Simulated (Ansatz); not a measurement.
The starting structures come from a database of crystals and need not be the phases stable at ambient conditions.

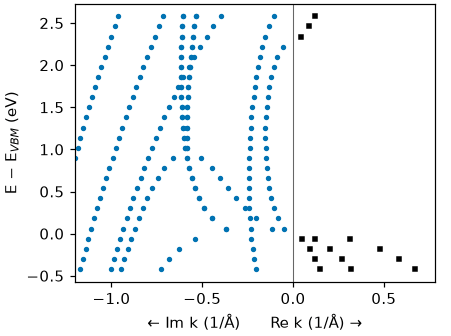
Complex bands at the centre of the two-dimensional zone; PBEsol in Ansatz (an electronic-structure program)

The gap is the functional's own. No spin-orbit coupling. Mid-gap values are interpolated on the energy grid.

**Question.** This is MgTe (F-43m, zinc blende, not sure to be the ambient phase, 2 atoms a cell, 33.8 Å³ an atom) along the normal of (110). Read off the slowest decay at the centre of the two-dimensional zone at 1.14 eV, the computed energy nearest the middle of the gap.

**Answer.** κ ≈ 0.15 1/Å, a decay length 1/(2κ) of the density of 3.3 Å.
